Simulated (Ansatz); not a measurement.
# Bands, cutoff and cost in G0W0 for CdF2 (Fm-3m)

Wanted: a G0W0 gap for CdF2 (Fm-3m) that is converged in bands and cutoff, or an estimate of the limit.

Calculated with Ansatz 0.2.0; G0W0 on PBE, plane waves, PAW; PAW set soft_1.

## 1. Set-up

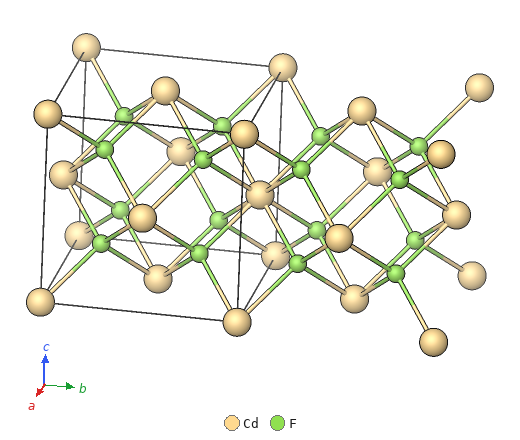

Start, viewed slightly off an axis; cadmium orange, fluorine green. 1×2×1 cells are drawn. This picture shows the conventional cell, with its axes. Some periodic images of atoms are drawn too.

The cell and positions come from the Crystallography Open Database and are kept as given unless a step says otherwise.

## 2. 41 empty bands, screening to 60 eV

Now the one-shot GW correction: screening in the RPA, then the self-energy of the levels asked for. This step takes PAW set soft_1 files.

Contents of input.yaml:

```yaml
crystal:
  lattice:
    - [0.0, 2.694, 2.694]
    - [2.694, 0.0, 2.694]
    - [2.694, 2.694, 0.0]
  atoms:
    - { symbol: Cd, position: [0.0, 0.0, 0.0] }
    - { symbol: F, position: [0.25, 0.25, 0.25] }
    - { symbol: F, position: [0.75, 0.75, 0.75] }
kpoints:
  mp_grid: { grid: [6, 6, 6] }
hamiltonian:
  xc: pbe
  pseudopotentials: { kind: paw, azcp: { folder: soft_1 } }
scf:
  occupations: { method: fixed }
gw:
  n_empty_bands: 41
  ecut_chi: 60
  qp_bands: [v2, c2]
  qp_kpoints: band_edges
  screening: { model: contour_deformation }
```

Command:

```bash
$ ansatz run input.yaml --threads 24 --pin off --max-ram 82944MiB --backend cuda --events-out ev --progress --plain --runs-dir out --devices 1 --max-vram 78GiB
```

Numbers of over 12 decimals in the logs are rounded to 6 here.

Output:

```text
GPUs: using 1 of 1 available (devices: 1).
Engine: ansatz 0.2.0, aarch64-unknown-linux-gnu
Pseudopotentials: kind: paw
Pseudopotential: Cd, paw, valence charge 20, recommended cutoff 420 eV (normal), soft_1/Cd.paw.azcp
Pseudopotential: F, paw, valence charge 7, recommended cutoff 420 eV (normal), soft_1/F.paw.azcp
Functional definition: PBE
  parameter kappa = 0.804
  parameter beta = 0.066725
  exchange = pbe_x(kappa = kappa, mu = beta*pi^2/3)
  correlation = pbe_c(beta = beta)
[...]
Crystal: 3 atoms, lattice volume = 39.104 Å³
Basis set: ecut = 420 eV, 749 PW (Γ)
Bands: 21, of which v1, the nominal top of the filled ones, is band 17 counted from 1 (16 counted from 0)
Symmetry: 48 space group operations
Space group: Fm-3m (ITA 225), of the structure as read, at distance tolerance 3.4e-5 Å
k-points: 16 of 216
Non-local potential: Cd, projectors of the file, l = 0: 3, l = 1: 2, l = 2: 2, l = 3: 1
Non-local potential: F, projectors of the file, l = 0: 2, l = 1: 2, l = 2: 1
PAW form: soft (Blöchl's): semilocal exchange-correlation on the pseudo side does not see the compensation charge
PAW one-centre angular grid: Cd, 590 points (default); XC on 64 Gauss nodes
PAW one-centre angular grid: F, 110 points (default); XC on 64 Gauss nodes
Initial density: superposition of atomic densities (chi_scale 0.1, normalization cell, long waves kept (reshape's long-wave potential 0.00 eV rms))
Initial wavefunctions: pseudopotential atomic-orbital guess
[...]
Functional: x = pbe(κ = 0.804, μ = 0.219515), c = pbe(β = 0.066725)
SCF iter   1: F=—  HF=-9877.399067 eV  |F-HF|=—  |Δ(HF+E_count)|=         —  Δρ=2.13e-1  dr2=1.54e1  ethr=3.10e-3  ⟨swp⟩=4.8  Hψ=1266  notcnv=0  defer=27
preconditioner: auto → none  [insulator: Δε(μ)=0.274 eV  Ē_g=17.319 eV  n_scr=14 (ndim 8)  ℏωp=30.3 eV  f_vac=0.099  ε∞_Penn≈4.1]
SCF iter   2: F=—  HF=-9873.510889 eV  |F-HF|=—  |Δ(HF+E_count)|=    3.89e0  Δρ=1.34e-1  dr2=4.31e0  ethr=3.10e-3  ⟨swp⟩=3.9  Hψ=938  notcnv=0  defer=30
SCF iter   3: F=—  HF=-9872.203602 eV  |F-HF|=—  |Δ(HF+E_count)|=    1.31e0  Δρ=2.07e-2  dr2=7.83e-2  ethr=3.10e-3  ⟨swp⟩=2.9  Hψ=751  notcnv=0  defer=2
SCF iter   4: F=—  HF=-9872.209860 eV  |F-HF|=—  |Δ(HF+E_count)|=   6.26e-3  Δρ=6.02e-3  dr2=4.62e-3  ethr=2.30e-4  ⟨swp⟩=2.9  Hψ=733  notcnv=0  defer=30
SCF iter   5: F=—  HF=-9872.213565 eV  |F-HF|=—  |Δ(HF+E_count)|=   3.70e-3  Δρ=5.62e-4  dr2=8.73e-5  ethr=1.36e-5  ⟨swp⟩=2.0  Hψ=626  notcnv=0  defer=30
SCF iter   6: F=—  HF=-9872.213652 eV  |F-HF|=—  |Δ(HF+E_count)|=   8.70e-5  Δρ=3.51e-4  dr2=3.65e-5  ethr=2.57e-7  ⟨swp⟩=2.0  Hψ=642  notcnv=0  defer=30
SCF iter   7: F=—  HF=-9872.213641 eV  |F-HF|=—  |Δ(HF+E_count)|=   1.05e-5  Δρ=7.90e-5  dr2=1.91e-6  ethr=1.07e-7  ⟨swp⟩=2.9  Hψ=549  notcnv=0  defer=20
SCF iter   8: F=-9872.213641 eV  HF=-9872.213641 eV  |F-HF|=2.03e-8  |Δ(HF+E_count)|=   5.08e-7  Δρ=9.87e-6  dr2=3.04e-8  ethr=2.94e-10  ⟨swp⟩=3.6  Hψ=1336  notcnv=0
SCF 1 converged in 8 iterations: F = -9872.213641 eV  dr2 = 3.04e-8
  greatest PAW one-centre occupation: 1.000 electrons in one spin orbital (limit 2), on the Cd atom at site 0 (counted from 0), in its partial waves of l = 1
[...]
NSCF: frozen V_eff on 16 k-points, pencils in batches of 32, up to order 84
the band table was solved once the SCF had ended and its energy, with any forces and stress, was formed, with the checks that follow a solve (1535 applications of the Hamiltonian). They found nothing against the state; the energy, forces and stress were not computed again (output.eigenvalues in the input reference)
[...]
NSCF: frozen V_eff on 16 k-points
G₀W₀ screening: q 1/16
[... further progress lines ...]
[...]
NSCF: frozen V_eff on 1 k-points
[...]
NSCF: frozen V_eff on 1 k-points
SCF converged after 8 iterations
Free energy (F): -9872.213641 eV
Harris-Foulkes:  -9872.213641 eV  (|F-HF|=2.03e-8)
Internal energy: -9872.213641 eV  (E = F + TS)
E sigma→0 (E₀):  -9872.213641 eV
Fermi energy:    6.410965 eV
--- Per-component energies (eV) ---
  E_band       = -481.016226
  E_kinetic    = 836.250349
  E_local      = -4266.744263  (includes V_loc(G=0)·N_el)
  E_nonlocal   = 298.647776
  E_hartree    = 1875.723788
  E_xc         = -309.689041
[...]
1    19     18.0313    -6.1342    -4.1266   -11.5047  0.8382    19.2892    19.2752  root
     2    16      6.0077   -34.2796     5.8687   -26.8846  0.7774     4.4422     4.4813  root
     2    17      6.0077   -34.2796     5.8687   -26.8846  0.7774     4.4422     4.4813  root
     2    18     12.3705   -12.5937    -3.3089   -17.3338  0.8357    13.8227    13.8016  root
     2    19     16.5303    -7.7873    -3.8433   -12.8624  0.8351    17.7774    17.7620  root
     3    16      6.0356   -34.3253     5.8678   -26.9337  0.7776     4.4729     4.5117  root
     3    17      6.0356   -34.3253     5.8678   -26.9337  0.7776     4.4729     4.5117  root
     3    18     13.6270   -13.0369    -3.6957   -18.4820  0.8264    15.4177    15.3764  root
     3    19     15.5933    -8.5404    -3.5135   -13.1300  0.8401    16.6869    16.6694  root
     4    16      6.0106   -33.6098     5.8904   -26.2344  0.7740     4.4884     4.5255  root
     4    17      6.0106   -33.6098     5.8904   -26.2344  0.7740     4.4884     4.5255  root
     4    18     10.7066   -11.1432    -3.2414   -15.5245  0.8489    11.8564    11.8465  root
     4    19     17.8612    -5.5015    -4.1496   -10.8412  0.8432    19.0659    19.0513  root
     5    16      5.9498   -34.0403     5.9431   -26.5783  0.7742     4.3911     4.4308  root
     5    17      6.0937   -33.5465     5.9059   -26.1751  0.7735     4.5924     4.6283  root
     5    18     12.1595   -12.1096    -3.3447   -16.8348  0.8387    13.5587    13.5399  root
     5    19     16.9055    -6.7981    -3.9751   -11.9778  0.8407    18.1284    18.1100  root
     6    16      6.0010   -33.6163     5.9682   -26.1642  0.7718     4.4792     4.5172  root
     6    17      6.1074   -33.8585     5.9019   -26.4741  0.7749     4.5881     4.6248  root
     6    18     13.6979   -12.7258    -3.7261   -18.1799  0.8271    15.4657    15.4259  root
     6    19     16.0809    -8.3428    -3.6382   -13.1098  0.8351    17.2226    17.2097  root
     7    16      6.0424   -33.2314     5.9861   -25.7945  0.7698     4.5554     4.5916  root
     7    17      6.0443   -34.1545     5.8930   -26.7483  0.7763     4.4925     4.5311  root
     7    18     13.2826   -12.6401    -3.5703   -17.8246  0.8300    14.9286    14.8968  root
[...]
14    16      5.9042   -32.6025     6.1113   -25.0557  0.7635     4.4312     4.4687  root
    14    17      6.3072   -33.5644     5.9438   -26.1996  0.7728     4.8533     4.8862  root
    14    18     14.2387   -12.5640    -3.9395   -18.3526  0.8240    16.1360    16.0878  root
    14    19     16.7609    -8.2694    -3.6977   -13.0885  0.8317    17.8925    17.8822  root
    15    16      5.8483   -31.9864     6.2145   -24.3668  0.7580     4.4063     4.4433  root
    15    17      6.4110   -33.4992     5.9533   -26.1523  0.7724     4.9862     5.0174  root
    15    18     14.5083   -12.3589    -4.0568   -18.3170  0.8232    16.4635    16.4095  root
    15    19     17.1123    -8.2097    -4.1053   -13.6512  0.8340    18.4738    18.4484  root
```

Elapsed: 3 s, on 1 × NVIDIA GB200 (shared by 2 runs) with 24 threads of Arm Neoverse V2, shared host; peak memory 1.1 GiB; 9.9 s of CPU time.

In the SCF lines HF is the Harris–Foulkes energy and dr2 the Hartree energy of the density residual, in eV; the loop may stop once dr2 is under the threshold and the program's other checks hold. Hψ counts applications of the Hamiltonian.

Numbers from this step:

```
bands summed                                 : 58
RPA ε∞ on this mesh (eigenvalues)            : 2.781, 2.781, 2.781
plane waves in the screening matrix          : 51
q-points in the mesh                         : 216
G0W0 gap on the mesh                         : 5.501 eV
k of the valence top                         : 0.1667, -0.5, -0.3333
k of the conduction bottom                   : 0, 0, 0
starting gap on the mesh                     : 3.118 eV
Z at the valence top                         : 0.7724
Z at the conduction bottom                   : 0.8608
least direct G0W0 gap on the computed points : 6.170 eV
```

The gap on the mesh goes from 3.12 eV to 5.50 eV, a correction of +2.38 eV. Between the two edge states, bare exchange in place of the xc potential would open the gap by 11.85 eV, and correlation takes back 9.47 eV.

## 3. 116 empty bands, screening to 120 eV

Bands and screening cutoff are moved together, since each hides the error of the other.

input.yaml: that of step 2 with these lines changed.

```diff
@@ -17,4 +17,4 @@
 gw:
-  n_empty_bands: 41
-  ecut_chi: 60
+  n_empty_bands: 116
+  ecut_chi: 120
   qp_bands: [v2, c2]
```

Output:

```text
GPUs: using 1 of 1 available (devices: 1).
[...]
Crystal: 3 atoms, lattice volume = 39.104 Å³
Basis set: ecut = 420 eV, 749 PW (Γ)
Bands: 21, of which v1, the nominal top of the filled ones, is band 17 counted from 1 (16 counted from 0)
Symmetry: 48 space group operations
[...]
k-points: 16 of 216
[...]
SCF iter   1: F=—  HF=-9877.399067 eV  |F-HF|=—  |Δ(HF+E_count)|=         —  Δρ=2.13e-1  dr2=1.54e1  ethr=3.10e-3  ⟨swp⟩=4.8  Hψ=1266  notcnv=0  defer=27
[...]
SCF iter   8: F=-9872.213641 eV  HF=-9872.213641 eV  |F-HF|=2.03e-8  |Δ(HF+E_count)|=   5.08e-7  Δρ=9.87e-6  dr2=3.04e-8  ethr=2.94e-10  ⟨swp⟩=3.6  Hψ=1336  notcnv=0
SCF 1 converged in 8 iterations: F = -9872.213641 eV  dr2 = 3.04e-8
[...]
NSCF: frozen V_eff on 16 k-points, pencils in batches of 32, up to order 84
[...]
NSCF: frozen V_eff on 16 k-points
G₀W₀ screening: q 1/16
[... further progress lines ...]
[...]
SCF converged after 8 iterations
Free energy (F): -9872.213641 eV
[...]
Internal energy: -9872.213641 eV  (E = F + TS)
E sigma→0 (E₀):  -9872.213641 eV
Fermi energy:    6.410965 eV
[...]
1    19     18.0313    -6.1342    -4.3956   -11.5047  0.8363    19.0142    19.0062  root
     2    16      6.0077   -34.2796     5.8647   -26.8846  0.7705     4.4389     4.4773  root
     2    17      6.0077   -34.2796     5.8647   -26.8846  0.7705     4.4389     4.4773  root
     2    18     12.3705   -12.5937    -3.4877   -17.3338  0.8307    13.6382    13.6228  root
     2    19     16.5303    -7.7873    -4.0479   -12.8624  0.8326    17.5676    17.5574  root
     3    16      6.0356   -34.3253     5.8629   -26.9337  0.7707     4.4686     4.5068  root
     3    17      6.0356   -34.3253     5.8629   -26.9337  0.7707     4.4686     4.5068  root
     3    18     13.6270   -13.0369    -3.9259   -18.4820  0.8211    15.1752    15.1461  root
[...]
15    16      5.8483   -31.9864     6.2280   -24.3668  0.7511     4.4215     4.4568  root
    15    17      6.4110   -33.4992     5.9581   -26.1523  0.7648     4.9921     5.0222  root
    15    18     14.5083   -12.3589    -4.3308   -18.3170  0.8181    16.1718    16.1356  root
    15    19     17.1123    -8.2097    -4.3341   -13.6512  0.8306    18.2368    18.2197  root
```

Elapsed: 4.8 s, on 1 × NVIDIA GB200 (shared by 2 runs) with 24 threads; peak memory 1.2 GiB.

Numbers from this step:

```
bands summed                                 : 133
RPA ε∞ on this mesh (eigenvalues)            : 2.781, 2.781, 2.781
plane waves in the screening matrix          : 113
q-points in the mesh                         : 216
G0W0 gap on the mesh                         : 5.341 eV
k of the valence top                         : 0.1667, -0.5, -0.3333
k of the conduction bottom                   : 0, 0, 0
starting gap on the mesh                     : 3.118 eV
Z at the valence top                         : 0.7648
Z at the conduction bottom                   : 0.8576
least direct G0W0 gap on the computed points : 6.020 eV
```

Against the run with 6×6×6 mesh, 41 empty bands, screening to 60 eV, PAW set soft_1 files, the gap moves by −0.16 eV.

## 4. 251 empty bands, screening to 200 eV

input.yaml: that of step 3 with these lines changed.

```diff
@@ -17,4 +17,4 @@
 gw:
-  n_empty_bands: 116
-  ecut_chi: 120
+  n_empty_bands: 251
+  ecut_chi: 200.0
   qp_bands: [v2, c2]
```

Output:

```text
GPUs: using 1 of 1 available (devices: 1).
[...]
Crystal: 3 atoms, lattice volume = 39.104 Å³
Basis set: ecut = 420 eV, 749 PW (Γ)
Bands: 21, of which v1, the nominal top of the filled ones, is band 17 counted from 1 (16 counted from 0)
Symmetry: 48 space group operations
[...]
k-points: 16 of 216
[...]
3    18     13.6270   -13.0369    -4.0707   -18.4820  0.8196    15.0240    15.0014  root
[...]
15    16      5.8483   -31.9864     6.0592   -24.3668  0.7476     4.2433     4.2880  root
    15    17      6.4110   -33.4992     5.7875   -26.1523  0.7614     4.8133     4.8517  root
    15    18     14.5083   -12.3589    -4.4874   -18.3170  0.8174    16.0078    15.9788  root
    15    19     17.1123    -8.2097    -4.3973   -13.6512  0.8298    18.1741    18.1564  root
[key lines of the parts left out:]
SCF converged after 8 iterations
Free energy (F): -9872.213641 eV
Fermi energy:    6.410965 eV
```

The job ended after 6.4 s (1 × NVIDIA GB200 (shared by 2 runs) with 24 threads; peak memory 1.4 GiB; 26 s of CPU time).

Numbers from this step:

```
bands summed                                 : 268
RPA ε∞ on this mesh (eigenvalues)            : 2.760, 2.760, 2.760
plane waves in the screening matrix          : 259
G0W0 gap on the mesh                         : 5.463 eV
k of the valence top                         : 0.1667, -0.5, -0.3333
k of the conduction bottom                   : 0, 0, 0
starting gap on the mesh                     : 3.118 eV
least direct G0W0 gap on the computed points : 6.121 eV
```

Against the run with 6×6×6 mesh, 116 empty bands, screening to 120 eV, PAW set soft_1 files, the gap moves by +0.12 eV.

## 5. Changing the k mesh: 4×4×4 mesh, 116 empty bands, screening to 120 eV, PAW set soft_1 files

Only the mesh changes. It samples the long-range screening, which converges on its own terms. Bands and cutoff differ from the step before, so it is read against an earlier run that matches them.

input.yaml: that of step 4 with these lines changed.

```diff
@@ -10,3 +10,3 @@
 kpoints:
-  mp_grid: { grid: [6, 6, 6] }
+  mp_grid: { grid: [4, 4, 4] }
 hamiltonian:
@@ -17,4 +17,4 @@
 gw:
-  n_empty_bands: 251
-  ecut_chi: 200.0
+  n_empty_bands: 116
+  ecut_chi: 120
   qp_bands: [v2, c2]
```

Output:

```text
GPUs: using 1 of 1 available (devices: 1).
[...]
device memory: the entry about to start is reckoned to put 2.0 GiB on a device that reports 165.9 GiB free (of which the cap on the GPU budget leaves the run 78.0 GiB)
GPU FFT provider: cuFFT
GPU libraries: cuBLAS 13.8.1, cuFFT 12.4.0, cuSOLVER 12.3.2
GPU matrix products: emulated (plane waves: as basis.precision tells), large ones in fixed point in workspaces of 1.00 GiB
[...]
1    19     17.2497    -6.9107    -4.2569   -12.1622  0.8354    18.2569    18.2443  root
[...]
7    16      5.8290   -31.9596     6.2380   -24.3280  0.7505     4.3996     4.4355  root
     7    17      6.4316   -33.5435     5.9732   -26.1848  0.7641     5.0155     5.0460  root
     7    18     14.5251   -12.4503    -4.3395   -18.4194  0.8166    16.1929    16.1546  root
     7    19     17.9406    -7.1661    -3.7766   -11.7303  0.8307    18.7402    18.7283  root
[key lines of the parts left out:]
SCF converged after 8 iterations
Free energy (F): -9872.212673 eV
Fermi energy:    6.431628 eV
```

The job ended after 2 s (1 × NVIDIA GB200 (shared by 2 runs) with 24 threads; peak memory 1.1 GiB).

Numbers from this step:

```yaml
bands_summed: 133
rpa_eps_infinity_on_this_mesh_eigenvalues: 2.807, 2.807, 2.807
plane_waves_in_the_screening_matrix: 113
g0w0_gap_on_the_mesh: 5.326 eV
k_of_the_valence_top: 0.25, -0.5, -0.25
k_of_the_conduction_bottom: 0, 0, 0
starting_gap_on_the_mesh: 3.098 eV
least_direct_g0w0_gap_on_the_computed_points: 6.026 eV
```

Against the run with 6×6×6 mesh, 116 empty bands, screening to 120 eV, PAW set soft_1 files, the gap moves by −0.015 eV, while the start moved by −0.02 eV. A band edge is found at another k point on this mesh.

(Continued in part 2 of 2.)

[Paths, hosts, dates, memory and timing lines, banners, echoed tables and standing remarks are left out of the program output.]

[Logs are printed without paths, hosts, clocks, repeated set-up lines and the standing remarks that a program may print on its own settings, such as how far it seeks lower states.]

[Runs of the session that timed out or met a known fault of the program may be left out.]

[Cells called generated may have been cut or substituted from an entry of the Crystallography Open Database or the Materials Project.]

[No measured gap is set beside runs whose start may be inverted or whose files or cutoffs have a known fault.]

[Hosts, paths, dates, database ids (printed as entryN), source tags and the programs' standing remarks are cut or masked in the printed files.]
